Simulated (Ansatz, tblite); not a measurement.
# (H2Ga-mu-OH)2 (Ga2H6O2): rung by rung, part 1 of 2

How do method and basis change the picture of (H2Ga-mu-OH)2 (Ga2H6O2) (singlet)?

Program: Ansatz 0.2.0, Gaussian basis. Level of theory: as each input shows. These are calculated values, not measurements.

The runs, in order: GFN1-xTB, GFN2-xTB, PBE-D4/def2-TZVP, r2SCAN-D4/def2-TZVP, PBE-QIDH/def2-TZVP, LDA/def2-TZVP, r2SCANh-D4/def2-TZVP, r2SCAN0-D4/def2-TZVP, B97M-V/def2-TZVP, ωB97M-V/def2-TZVP, B2PLYP/def2-TZVP, PBE-D4/def2-SVP, PBE0-D4/def2-SVP, HF/STO-3G, PBE0-D4/def2-TZVPD, PBE-D4/def2-TZVPD, r2SCAN-D4/def2-TZVPD, CCSD(T)/def2-TZVP, RPA/def2-TZVP.

### 1 The geometry

The singlet was relaxed beforehand with PBE-D4/def2-SVP.

10 atoms, charge 0, spin multiplicity 1.

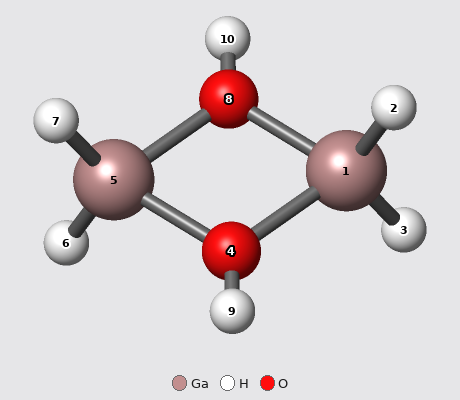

The structure; gallium pink, hydrogen white, oxygen red; atoms are numbered from 1 in the order of the file.

Coordinates:

```xyz
10

Ga   -0.7003   -1.1976    0.6665
H     0.2336   -2.2079    1.4366
H    -2.2665   -1.2666    0.4985
O    -0.1392    0.6536    1.0271
Ga    0.6989    1.1980   -0.6671
H    -0.2373    2.2069   -1.4363
H     2.2652    1.2693   -0.5008
O     0.1392   -0.6536   -1.0269
H    -0.2467    1.1690    1.8402
H     0.2531   -1.1712   -1.8378
```

PBE0-D4/def2-TZVP was run before; its log isn't repeated, and its numbers join the tables.

### 2 GFN1-xTB

Tight binding, by tblite at 300 K electronic temperature and without a spin-polarisation term:

```python
tblite.interface.Calculator('GFN1-xTB', numbers, positions, charge=0, uhf=0).singlepoint()
```

Energy -418.6165 eV, HOMO -11.29 eV, LUMO -5.07 eV; 0.005 s.

### 3 GFN2-xTB

Tight binding, by tblite at 300 K electronic temperature and without a spin-polarisation term:

```python
tblite.interface.Calculator('GFN2-xTB', numbers, positions, charge=0, uhf=0).singlepoint()
```

Energy -372.5819 eV, HOMO -11.25 eV, LUMO -5.34 eV; 0.003 s.

### 4 PBE-D4/def2-TZVP

start.molden holds the orbitals of an earlier run on this state, given as this run's starting guess.

in.yaml reads:

```yaml
crystal:
  periodic: [false, false, false]
  atoms:
    - {symbol: Ga, position_ang: [-0.700332, -1.197578, 0.666520]}
    - {symbol: H, position_ang: [0.233604, -2.207890, 1.436647]}
    - {symbol: H, position_ang: [-2.266520, -1.266631, 0.498474]}
    - {symbol: O, position_ang: [-0.139176, 0.653630, 1.027073]}
    - {symbol: Ga, position_ang: [0.698892, 1.198031, -0.667063]}
    - {symbol: H, position_ang: [-0.237266, 2.206938, -1.436272]}
    - {symbol: H, position_ang: [2.265213, 1.269290, -0.500835]}
    - {symbol: O, position_ang: [0.139245, -0.653648, -1.026902]}
    - {symbol: H, position_ang: [-0.246738, 1.169022, 1.840203]}
    - {symbol: H, position_ang: [0.253059, -1.171164, -1.837836]}
basis:
  gaussian: {orbitals: def2-TZVP, initial_orbitals: start.molden}
hamiltonian: {xc: pbe, dispersion: d4}
scf: {omitted_lower_state_checks: [starts]}
output: {forces: true, orbitals: {seedname: orbitals}}
```

Launch:

```sh
> ansatz run in.yaml --threads 2 --pin off --events-out ev --progress --plain --max-ram 4352MiB
```

The log of the run, shortened:

```text
Functional definition: PBE
  name "PBE"
  cite "Perdew, Burke & Ernzerhof, Phys. Rev. Lett. 77, 3865 (1996) doi:10.1103/PhysRevLett.77.3865"
  parent pbe
[...]
1302 factors; their error is unknown
[...]
mean field -108931.42512371 eV, -4003.1560369246 hartree, gradient 1.4e-5 eV, S^2 0.000000; 0 other end points of the search recorded, 0 dependent functions left out
[...]
reference -108931.42517415 eV, -4003.1560387782 hartree; 42, 42 occupied and 152, 152 virtual orbitals, 1302 factors
Total energy: -108931.65969438 eV, -4003.1646572374 hartree
Atom 0 at    -0.700332    -1.197578     0.666520 Å, force    -0.039781    -0.066899     0.042001 eV/Å
Atom 1 at     0.233604    -2.207890     1.436647 Å, force    -0.021918     0.029398    -0.022045 eV/Å
Atom 2 at    -2.266520    -1.266631     0.498474 Å, force     0.042553     0.005073     0.002356 eV/Å
Atom 3 at    -0.139176     0.653630     1.027073 Å, force    -0.022913     0.090812     0.149017 eV/Å
Atom 4 at     0.698892     1.198031    -0.667063 Å, force     0.041264     0.067086    -0.040129 eV/Å
Atom 5 at    -0.237266     2.206938    -1.436272 Å, force     0.022264    -0.029435     0.021937 eV/Å
Atom 6 at     2.265213     1.269290    -0.500835 Å, force    -0.042414    -0.005216    -0.001974 eV/Å
Atom 7 at     0.139245    -0.653648    -1.026902 Å, force     0.020899    -0.090384    -0.151731 eV/Å
Atom 8 at    -0.246738     1.169022     1.840203 Å, force     0.020297    -0.093513    -0.147799 eV/Å
Atom 9 at     0.253059    -1.171164    -1.837836 Å, force    -0.020250     0.093075     0.148368 eV/Å
Dipole moment:     0.002094    -0.000821     0.000706 e Å
Checks for a lower state left out: starts
```

Run time: 3.9 s. Hardware: 2 threads of Arm Neoverse V2, shared host.

From the report: HOMO -6.33 eV, LUMO -1.39 eV.

### 5 r2SCAN-D4/def2-TZVP

in.yaml: that of step 4 with these lines changed.

```diff
@@ -15,4 +15,4 @@
   gaussian: {orbitals: def2-TZVP, initial_orbitals: start.molden}
-hamiltonian: {xc: pbe, dispersion: d4}
+hamiltonian: {xc: r2scan, dispersion: d4}
 scf: {omitted_lower_state_checks: [starts]}
-output: {forces: true, orbitals: {seedname: orbitals}}
+output: {orbitals: {seedname: orbitals}}
```

The command is unchanged.

The log of the run:

```text
Functional definition: r2SCAN
  name "r2SCAN"
  cite "Furness, Kaplan, Ning, Perdew & Sun, J. Phys. Chem. Lett. 11, 8208 (2020) doi:10.1021/acs.jpclett.0c02405"
  cite "Furness, Kaplan, Ning, Perdew & Sun, J. Phys. Chem. Lett. 11, 9248 (2020) doi:10.1021/acs.jpclett.0c03077"
  parent r2scan
  parameter k0 = 0.174
  parameter k1 = 0.065
  parameter a1 = 4.9479
  exchange = r2scan_x(k0 = k0, k1 = k1, a1 = a1)
  correlation = r2scan_c
these checks for a lower state are left out or cut short: starts
1302 factors; their error is unknown
mean field evaluation 1: about -108949.6091 eV, gradient 8.0e0 eV
mean field evaluation 2: about -108949.6531 eV, gradient 6.9e-2 eV
mean field evaluation 4: about -108949.6227 eV, gradient 7.5e-5 eV
mean field -108949.62266294 eV, -4003.8247841564 hartree, gradient 8.6e-6 eV, S^2 0.000000; 0 other end points of the search recorded, 0 dependent functions left out
reference -108949.62267782 eV, -4003.8247847034 hartree; 42, 42 occupied and 152, 152 virtual orbitals, 1302 factors
Total energy: -108949.67679559 eV, -4003.8267734945 hartree
Checks for a lower state left out: starts
```

Wall time 7 s (2 threads of Arm Neoverse V2, shared host).

From the report: HOMO -6.67 eV, LUMO -0.97 eV.

### 6 PBE-QIDH/def2-TZVP

in.yaml: that of step 5 with these lines changed.

```diff
@@ -15,4 +15,3 @@
   gaussian: {orbitals: def2-TZVP, initial_orbitals: start.molden}
-hamiltonian: {xc: r2scan, dispersion: d4}
+hamiltonian: {xc: {name: PBE-QIDH}}
 scf: {omitted_lower_state_checks: [starts]}
-output: {orbitals: {seedname: orbitals}}
```

Same command.

The log of the run, shortened:

```text
Functional definition: PBE-QIDH
  name "PBE-QIDH"
  cite "Brémond, Sancho-García, Pérez-Jiménez & Adamo, J. Chem. Phys. 141, 031101 (2014) doi:10.1063/1.4890314"
  cite "Perdew, Burke & Ernzerhof, Phys. Rev. Lett. 77, 3865 (1996) doi:10.1103/PhysRevLett.77.3865"
[...]
1348 factors; integrals over basis functions are off by at most 1.3e-3 eV
[...]
mean field -108905.30999696 eV, -4002.1963237178 hartree, gradient 2.5e-6 eV, S^2 0.000000; 0 other end points of the search recorded, 0 dependent functions left out
20 core orbitals not correlated: weight in the atoms' cores, before any rotation towards them, 1.000 or more for the frozen orbitals, at most 0.000 for the correlated occupied ones
reference -108905.31001159 eV, -4002.1963242557 hartree; 22, 22 occupied and 152, 152 virtual orbitals, 1348 factors
second order -29.11483391 eV of doubles, -0.00000000 eV of singles
Total energy: -108915.01495623 eV, -4002.5529743928 hartree
Checks for a lower state left out: starts
```

It took 8.5 s on 2 threads of Arm Neoverse V2, shared host.

### 7 LDA/def2-TZVP

in.yaml: that of step 6 with these lines changed.

```diff
@@ -15,3 +15,4 @@
   gaussian: {orbitals: def2-TZVP, initial_orbitals: start.molden}
-hamiltonian: {xc: {name: PBE-QIDH}}
+hamiltonian: {xc: lda}
 scf: {omitted_lower_state_checks: [starts]}
+output: {orbitals: {seedname: orbitals}}
```

Launched as before.

The log of the run:

```text
Functional definition: SPW92
  name "SPW92"
  cite "Dirac, Proc. Camb. Phil. Soc. 26, 376 (1930) doi:10.1017/S0305004100016108"
  cite "Slater, Phys. Rev. 81, 385 (1951) doi:10.1103/PhysRev.81.385"
  cite "Perdew & Wang, Phys. Rev. B 45, 13244 (1992) doi:10.1103/PhysRevB.45.13244"
  exchange = slater_x
  correlation = pw_c
these checks for a lower state are left out or cut short: starts
1302 factors; their error is unknown
mean field evaluation 1: about -108756.3388 eV, gradient 4.3e1 eV
mean field evaluation 2: about -108756.8687 eV, gradient 9.2e-1 eV
mean field evaluation 4: about -108756.8510 eV, gradient 2.0e-1 eV
mean field -108756.85104877 eV, -3996.7405580011 hartree, gradient 6.3e-5 eV, S^2 0.000000; 0 other end points of the search recorded, 0 dependent functions left out
reference -108756.85109611 eV, -3996.7405597409 hartree; 42, 42 occupied and 152, 152 virtual orbitals, 1302 factors
Total energy: -108756.85109611 eV, -3996.7405597409 hartree
Checks for a lower state left out: starts
```

Run time: 1.8 s. Hardware: 2 threads of Arm Neoverse V2, shared host.

Report: HOMO -6.38 eV, LUMO -1.64 eV.

### 8 r2SCANh-D4/def2-TZVP

in.yaml: that of step 7 with these lines changed.

```diff
@@ -15,3 +15,3 @@
   gaussian: {orbitals: def2-TZVP, initial_orbitals: start.molden}
-hamiltonian: {xc: lda}
+hamiltonian: {xc: {name: r2SCANh}, dispersion: d4}
 scf: {omitted_lower_state_checks: [starts]}
```

Launched as before.

The log of the run, shortened:

```text
Functional definition: r2SCANh
  name "r2SCANh"
  cite "Bursch, Neugebauer, Ehlert & Grimme, J. Chem. Phys. 156, 134105 (2022) doi:10.1063/5.0086040"
  cite "Furness, Kaplan, Ning, Perdew & Sun, J. Phys. Chem. Lett. 11, 8208 (2020) doi:10.1021/acs.jpclett.0c02405"
  cite "Furness, Kaplan, Ning, Perdew & Sun, J. Phys. Chem. Lett. 11, 9248 (2020) doi:10.1021/acs.jpclett.0c03077"
  parent r2scan
[...]
1348 factors; their error is unknown
[...]
mean field -108948.78637892 eV, -4003.7940512856 hartree, gradient 9.3e-6 eV, S^2 0.000000; 0 other end points of the search recorded, 0 dependent functions left out
reference -108948.78639260 eV, -4003.7940517881 hartree; 42, 42 occupied and 152, 152 virtual orbitals, 1348 factors
Total energy: -108948.84499643 eV, -4003.7962054394 hartree
Checks for a lower state left out: starts
```

Run time: 9 s. Hardware: 2 threads of Arm Neoverse V2, shared host; peak memory 0.63 GiB.

Report: HOMO -7.16 eV, LUMO -0.71 eV.

### 9 r2SCAN0-D4/def2-TZVP

in.yaml: that of step 8 with these lines changed.

```diff
@@ -15,3 +15,3 @@
   gaussian: {orbitals: def2-TZVP, initial_orbitals: start.molden}
-hamiltonian: {xc: {name: r2SCANh}, dispersion: d4}
+hamiltonian: {xc: {name: r2SCAN0}, dispersion: d4}
 scf: {omitted_lower_state_checks: [starts]}
```

Launched as before.

The log of the run, shortened:

```text
Functional definition: r2SCAN0
  name "r2SCAN0"
  cite "Bursch, Neugebauer, Ehlert & Grimme, J. Chem. Phys. 156, 134105 (2022) doi:10.1063/5.0086040"
  cite "Furness, Kaplan, Ning, Perdew & Sun, J. Phys. Chem. Lett. 11, 8208 (2020) doi:10.1021/acs.jpclett.0c02405"
  cite "Furness, Kaplan, Ning, Perdew & Sun, J. Phys. Chem. Lett. 11, 9248 (2020) doi:10.1021/acs.jpclett.0c03077"
  parent r2scan
[...]
1392 factors; their error is unknown
[...]
mean field -108947.58937819 eV, -4003.7500623202 hartree, gradient 2.2e-5 eV, S^2 0.000000; 0 other end points of the search recorded, 0 dependent functions left out
reference -108947.58939005 eV, -4003.7500627560 hartree; 42, 42 occupied and 152, 152 virtual orbitals, 1392 factors
Total energy: -108947.65476739 eV, -4003.7524653287 hartree
Checks for a lower state left out: starts
```

Wall time 9.5 s (2 threads of Arm Neoverse V2, shared host); peak memory 0.64 GiB.

HOMO -7.90 eV, LUMO -0.33 eV.

### 10 B97M-V/def2-TZVP

in.yaml: that of step 9 with these lines changed.

```diff
@@ -15,3 +15,3 @@
   gaussian: {orbitals: def2-TZVP, initial_orbitals: start.molden}
-hamiltonian: {xc: {name: r2SCAN0}, dispersion: d4}
+hamiltonian: {xc: {name: B97M-V}}
 scf: {omitted_lower_state_checks: [starts]}
```

Same command.

The log of the run, shortened:

```text
Functional definition: B97M-V
  name "B97M-V"
  cite "Mardirossian & Head-Gordon, J. Chem. Phys. 142, 074111 (2015) doi:10.1063/1.4907719"
  cite "Becke, J. Chem. Phys. 107, 8554 (1997) doi:10.1063/1.475007"
  cite "Vydrov & Van Voorhis, J. Chem. Phys. 133, 244103 (2010) doi:10.1063/1.3521275"
  # Of w^i u^j: cxij and so on, Table III.
[...]
  gx(w, u) = cx00 + cx01*u + cx02*u^2 + (cx10 + cx11*u)*w
  gss(w, u) = css00 + css02*u^2 + css10*w + (css32*w^3 + css42*w^4)*u^2
  gos(w, u) = cos00 + cos01*u + cos03*u^3 + cos10*w + cos32*w^3*u^2
[...]
      + integral(e_c_pw_mod_opposite_spin*gos(b97_w_opposite, b97_u_opposite)) + vv10(b, c)
[...]
1302 factors; their error is unknown
[...]
mean field -108931.03023368 eV, -4003.1415249836 hartree, gradient 8.1e-6 eV, S^2 0.000000; 0 other end points of the search recorded, 0 dependent functions left out
reference -108931.03030619 eV, -4003.1415276480 hartree; 42, 42 occupied and 152, 152 virtual orbitals, 1302 factors
Total energy: -108931.03030619 eV, -4003.1415276480 hartree
Checks for a lower state left out: starts
```

Wall time 14 s (2 threads of Arm Neoverse V2, shared host).

HOMO -6.81 eV, LUMO -1.28 eV.

### 11 ωB97M-V/def2-TZVP

in.yaml: that of step 10 with these lines changed.

```diff
@@ -15,3 +15,3 @@
   gaussian: {orbitals: def2-TZVP, initial_orbitals: start.molden}
-hamiltonian: {xc: {name: B97M-V}}
+hamiltonian: {xc: {name: wB97M-V}}
 scf: {omitted_lower_state_checks: [starts]}
```

Launched as before.

The log of the run, shortened:

```text
Functional definition: wB97M-V
  name "wB97M-V"
  cite "Mardirossian & Head-Gordon, J. Chem. Phys. 144, 214110 (2016) doi:10.1063/1.4952647"
  cite "Becke, J. Chem. Phys. 107, 8554 (1997) doi:10.1063/1.475007"
  cite "Vydrov & Van Voorhis, J. Chem. Phys. 133, 244103 (2010) doi:10.1063/1.3521275"
  # Of w^i u^j: cxij and so on, Table III.
[...]
  gx(w, u) = 1 - cx + cx01*u + cx10*w
  gss(w, u) = css00 + css04*u^4 + css10*w + css20*w^2 + css43*w^4*u^3
  gos(w, u) = cos00 + cos10*w + (cos20 + cos21*u)*w^2 + (cos60 + cos61*u)*w^6
[...]
      + integral(e_c_pw_mod_opposite_spin*gos(b97_w_opposite, b97_u_opposite)) + vv10(b, c)
[...]
1372 factors; their error is unknown
342 factors; integrals over basis functions are off by at most 5.7e-6 eV
[...]
mean field -108944.92415892 eV, -4003.6521173184 hartree, gradient 1.8e-5 eV, S^2 0.000000; 0 other end points of the search recorded, 0 dependent functions left out
reference -108944.92421810 eV, -4003.6521194931 hartree; 42, 42 occupied and 152, 152 virtual orbitals, 1372 factors
Total energy: -108944.92421810 eV, -4003.6521194931 hartree
Checks for a lower state left out: starts
```

Wall time 17 s (2 threads of Arm Neoverse V2, shared host); peak memory 0.75 GiB.

From the report: HOMO -9.90 eV, LUMO 0.95 eV.

### 12 B2PLYP/def2-TZVP

in.yaml: that of step 11 with these lines changed.

```diff
@@ -15,4 +15,3 @@
   gaussian: {orbitals: def2-TZVP, initial_orbitals: start.molden}
-hamiltonian: {xc: {name: wB97M-V}}
+hamiltonian: {xc: {name: B2PLYP}}
 scf: {omitted_lower_state_checks: [starts]}
-output: {orbitals: {seedname: orbitals}}
```

The command is unchanged.

The log of the run, shortened:

```text
Functional definition: B2PLYP
  name "B2PLYP"
  cite "Grimme, J. Chem. Phys. 124, 034108 (2006) doi:10.1063/1.2148954"
  cite "Becke, Phys. Rev. A 38, 3098 (1988) doi:10.1103/PhysRevA.38.3098"
  cite "Lee, Yang & Parr, Phys. Rev. B 37, 785 (1988) doi:10.1103/PhysRevB.37.785"
[...]
1348 factors; integrals over basis functions are off by at most 1.3e-3 eV
[...]
mean field -108920.96321789 eV, -4002.7715689769 hartree, gradient 2.9e-6 eV, S^2 0.000000; 0 other end points of the search recorded, 0 dependent functions left out
20 core orbitals not correlated: weight in the atoms' cores, before any rotation towards them, 1.000 or more for the frozen orbitals, at most 0.000 for the correlated occupied ones
reference -108920.96340876 eV, -4002.7715759911 hartree; 22, 22 occupied and 152, 152 virtual orbitals, 1348 factors
second order -31.47613871 eV of doubles, -0.00000000 eV of singles
Total energy: -108929.46196621 eV, -4003.0838922169 hartree
Checks for a lower state left out: starts
```

It took 9 s on 2 threads of Arm Neoverse V2, shared host.

### 13 PBE-D4/def2-SVP

in.yaml: that of step 12 with these lines changed.

```diff
@@ -14,4 +14,5 @@
 basis:
-  gaussian: {orbitals: def2-TZVP, initial_orbitals: start.molden}
-hamiltonian: {xc: {name: B2PLYP}}
+  gaussian: {orbitals: def2-SVP, initial_orbitals: start.molden}
+hamiltonian: {xc: pbe, dispersion: d4}
 scf: {omitted_lower_state_checks: [starts]}
+output: {orbitals: {seedname: orbitals}}
```

The command is unchanged.

The log of the run:

```text
Functional definition: PBE
  name "PBE"
  cite "Perdew, Burke & Ernzerhof, Phys. Rev. Lett. 77, 3865 (1996) doi:10.1103/PhysRevLett.77.3865"
  parent pbe
  parameter kappa = 0.804
  parameter beta = 0.06672455060314922
  exchange = pbe_x(kappa = kappa, mu = beta*pi^2/3)
  correlation = pbe_c(beta = beta)
these checks for a lower state are left out or cut short: starts
1344 factors; their error is unknown
mean field evaluation 1: about -108912.7129 eV, gradient 1.1e1 eV
mean field evaluation 2: about -108912.9870 eV, gradient 2.1e-1 eV
mean field evaluation 4: about -108912.9347 eV, gradient 2.1e-4 eV
mean field -108912.93469004 eV, -4002.4765260202 hartree, gradient 5.4e-6 eV, S^2 0.000000; 0 other end points of the search recorded, 0 dependent functions left out
reference -108912.93473815 eV, -4002.4765277885 hartree; 42, 42 occupied and 80, 80 virtual orbitals, 1344 factors
Total energy: -108913.16925838 eV, -4002.4851462478 hartree
Checks for a lower state left out: starts
```

Wall time 1.9 s (2 threads of Arm Neoverse V2, shared host).

Report: HOMO -6.21 eV, LUMO -1.19 eV.

### 14 PBE0-D4/def2-SVP

in.yaml: that of step 13 with these lines changed.

```diff
@@ -15,3 +15,3 @@
   gaussian: {orbitals: def2-SVP, initial_orbitals: start.molden}
-hamiltonian: {xc: pbe, dispersion: d4}
+hamiltonian: {xc: pbe0, dispersion: d4}
 scf: {omitted_lower_state_checks: [starts]}
```

The command is unchanged.

The log of the run:

```text
Functional definition: PBE0
  name "PBE0"
  cite "Adamo & Barone, J. Chem. Phys. 110, 6158 (1999) doi:10.1063/1.478522"
  cite "Perdew, Burke & Ernzerhof, Phys. Rev. Lett. 77, 3865 (1996) doi:10.1103/PhysRevLett.77.3865"
  parent pbe
  parameter a = 0.25
  parameter kappa = 0.804
  parameter beta = 0.06672455060314922
  exchange = (1 - a)*pbe_x(kappa = kappa, mu = beta*pi^2/3) + a*exact_x
  correlation = pbe_c(beta = beta)
these checks for a lower state are left out or cut short: starts
1212 factors; integrals over basis functions are off by at most 1.1e-3 eV
mean field evaluation 1: about -108915.2391 eV, gradient 6.8e0 eV
mean field evaluation 2: about -108915.3417 eV, gradient 8.4e-2 eV
mean field evaluation 4: about -108915.4268 eV, gradient 4.6e-4 eV
mean field -108915.42683046 eV, -4002.5681104917 hartree, gradient 2.3e-5 eV, S^2 0.000000; 0 other end points of the search recorded, 0 dependent functions left out
reference -108915.42686588 eV, -4002.5681117931 hartree; 42, 42 occupied and 80, 80 virtual orbitals, 1212 factors
Total energy: -108915.62556225 eV, -4002.5754137500 hartree
Checks for a lower state left out: starts
```

Wall time 2.9 s (2 threads of Arm Neoverse V2, shared host).

Report: HOMO -7.59 eV, LUMO -0.38 eV.

### 15 HF/STO-3G

in.yaml: that of step 14 with these lines changed.

```diff
@@ -14,4 +14,4 @@
 basis:
-  gaussian: {orbitals: def2-SVP, initial_orbitals: start.molden}
-hamiltonian: {xc: pbe0, dispersion: d4}
+  gaussian: {orbitals: STO-3G}
+hamiltonian: {xc: hf}
 scf: {omitted_lower_state_checks: [starts]}
```

The command is unchanged.

The log of the run:

```text
Functional definition: HF
  name "HF"
  cite "Fock, Z. Phys. 61, 126 (1930) doi:10.1007/BF01340294"
  parent pbe
  exchange = exact_x
  correlation = 0
these checks for a lower state are left out or cut short: starts
602 factors; integrals over basis functions are off by at most 6.1e-5 eV
mean field evaluation 1: about -107565.2379 eV, gradient 2.3e1 eV
mean field evaluation 2: about -107565.3041 eV, gradient 2.3e1 eV
mean field evaluation 4: about -107567.7513 eV, gradient 2.4e0 eV
mean field evaluation 8: about -107567.8244 eV, gradient 7.6e-2 eV
mean field -107567.82317843 eV, -3953.0445897180 hartree, gradient 6.5e-5 eV, S^2 0.000000; 0 other end points of the search recorded, 0 dependent functions left out
reference -107567.82317843 eV, -3953.0445897180 hartree; 42, 42 occupied and 10, 10 virtual orbitals, 602 factors
Total energy: -107567.82317843 eV, -3953.0445897180 hartree
Checks for a lower state left out: starts
```

It took 0.3 s on 2 threads of Arm Neoverse V2, shared host.

HOMO -6.45 eV, LUMO 7.62 eV.

### 16 PBE0-D4/def2-TZVPD

in.yaml: that of step 15 with these lines changed.

```diff
@@ -14,4 +14,4 @@
 basis:
-  gaussian: {orbitals: STO-3G}
-hamiltonian: {xc: hf}
+  gaussian: {orbitals: def2-TZVPD, initial_orbitals: start.molden}
+hamiltonian: {xc: pbe0, dispersion: d4}
 scf: {omitted_lower_state_checks: [starts]}
```

The command is unchanged.

The log of the run:

```text
Functional definition: PBE0
  name "PBE0"
  cite "Adamo & Barone, J. Chem. Phys. 110, 6158 (1999) doi:10.1063/1.478522"
  cite "Perdew, Burke & Ernzerhof, Phys. Rev. Lett. 77, 3865 (1996) doi:10.1103/PhysRevLett.77.3865"
  parent pbe
  parameter a = 0.25
  parameter kappa = 0.804
  parameter beta = 0.06672455060314922
  exchange = (1 - a)*pbe_x(kappa = kappa, mu = beta*pi^2/3) + a*exact_x
  correlation = pbe_c(beta = beta)
these checks for a lower state are left out or cut short: starts
1522 factors; their error is unknown
mean field evaluation 1: about -108933.4422 eV, gradient 1.0e1 eV
mean field evaluation 2: about -108933.5191 eV, gradient 1.3e-1 eV
mean field evaluation 4: about -108933.8677 eV, gradient 3.2e-4 eV
mean field -108933.86770352 eV, -4003.2458000767 hartree, gradient 2.4e-5 eV, S^2 0.000000; 0 other end points of the search recorded, 0 dependent functions left out
reference -108933.86775230 eV, -4003.2458018693 hartree; 42, 42 occupied and 200, 200 virtual orbitals, 1522 factors
Total energy: -108934.06644867 eV, -4003.2531038263 hartree
Checks for a lower state left out: starts
```

Wall time 8.5 s (2 threads of Arm Neoverse V2, shared host); peak memory 0.84 GiB.

HOMO -7.70 eV, LUMO -0.81 eV.

(Continued in part 2 of 2.)
